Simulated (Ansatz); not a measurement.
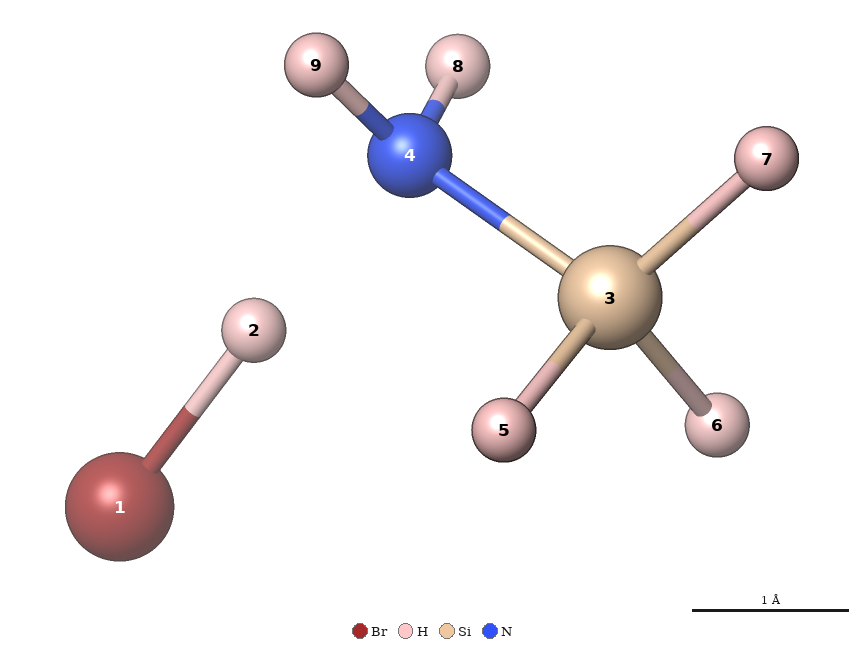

Orthographic view. Distant atoms are faded towards the background colour. The geometry was computed by an optimisation with PBE-D4/def2-SVP. No frequency run is at hand to confirm it as a minimum.

Write the connection table.

Br1: H2
H2: Br1
Si3: N4, H5, H6, H7
N4: Si3, H8, H9
H5: Si3
H6: Si3
H7: Si3
H8: N4
H9: N4
